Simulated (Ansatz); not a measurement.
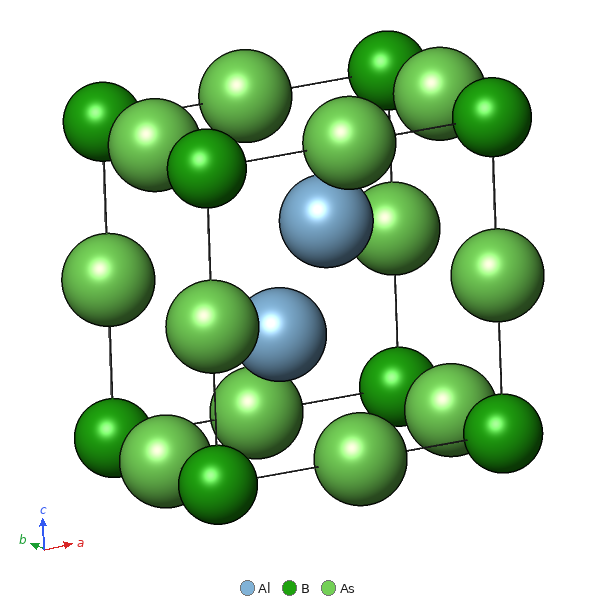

This spheres-only model is shown slightly off an axis. One simulation cell is framed, with atoms on its boundary repeated.

```xyz
6
Lattice="3.1739 1.8325 3.0234 -3.1739 1.8325 3.0234 0.0000 -3.6650 3.0234" Properties=species:S:1:pos:R:3 pbc="T T T"
Al    0.0000    0.0000    3.2898
Al    0.0000    0.0000    5.7805
B     0.0000    0.0000    9.0703
As   -1.5870   -0.9162    7.5586
As    1.5870    2.7487    4.5351
As    0.0000    1.8325    7.5586
```

Method used: DFT PBE, scalar-relativistic, plane waves, PAW in Ansatz. It ran with 420 eV cutoff, a 12×12×12 k-point grid, Gaussian smearing of 0.1 eV, no spin polarisation.

Predict the Bader charges.

Al +1.13 e; B -0.18 e; As -0.69 e.

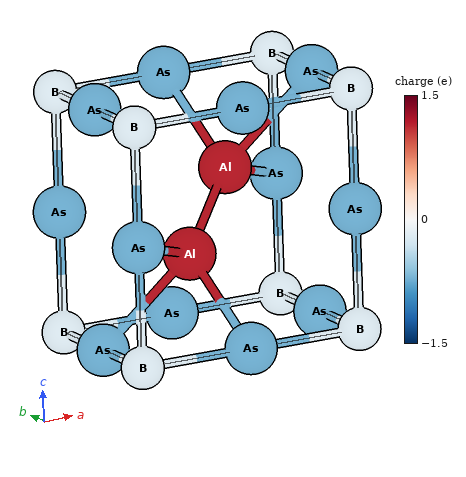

The atoms coloured by those charges.

Starting structure: a structure type filled with these elements by a generator (whether the compound takes this form wasn't checked). Earlier steps of the study, as a rule a relaxation of our own, may have changed the cell and positions, so they can lie some per cent off the listed ones. A calculation with Ansatz used it as input.
